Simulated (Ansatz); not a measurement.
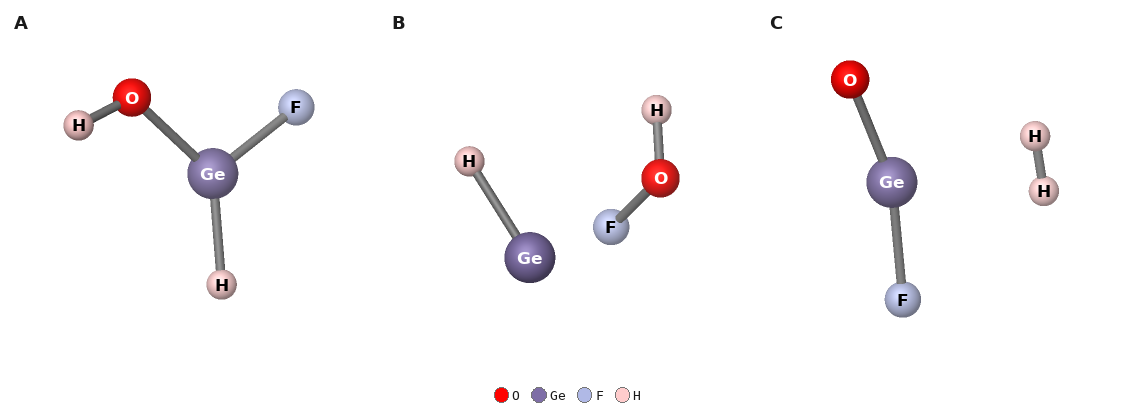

3 stationary structures of one formula. The species has charge +1 and is a spin singlet. Geometries: PBE-D4/def2-SVP. Electronic energies: PBE-D4/def2-SVP (Ansatz 0.2.0), without zero-point energy. No frequency run is at hand to confirm each as a minimum.

> Rank them by energy, lowest first.

A is lowest (Cs); C lies 3.133 eV above it (Cs), B lies 4.495 eV above it (C1).
